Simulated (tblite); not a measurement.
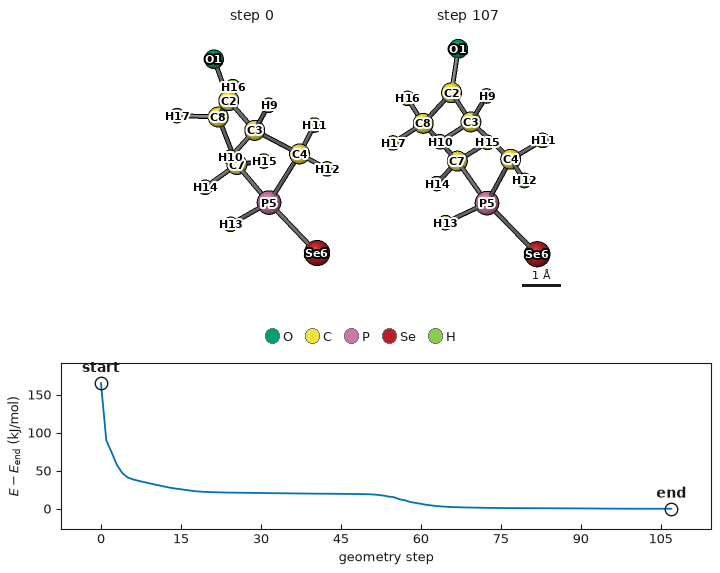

First and last geometry of a relaxation of C5H9OPSe, with the history of the run. The picture is a ball-and-stick view, seen from a free direction.

These are results of tblite, GFN2-xTB geometry optimisation, gas phase, not measurements. 

### Read the history and describe the run.

It converged. Over 107 geometry steps the energy falls by 165.3 kJ/mol. The atom that moves furthest after the best rigid fit is H16 (1.16 Å). By element the largest moves are H 1.16 Å, O 1.04 Å, Se 0.61 Å, C 0.37 Å, P 0.08 Å. Among the contacts that change: P5–Se6 1.888 → 2.074 Å, C2–C8 1.448 → 1.516 Å, C7–C8 1.464 → 1.529 Å, C3–H9 1.128 → 1.092 Å. Among the angles between lasting bonds that change: Se6–P5–C7 130.5° → 116.7°, C3–C4–P5 100.2° → 111.8°, C4–P5–Se6 105.7° → 116.7°. Groups turn about C2–C8 by about 65°, C7–C8 by about 55°, C4–P5 by about 25°. Cost: 0.87 s on 1 thread of Arm Neoverse V1, with other jobs on the host.
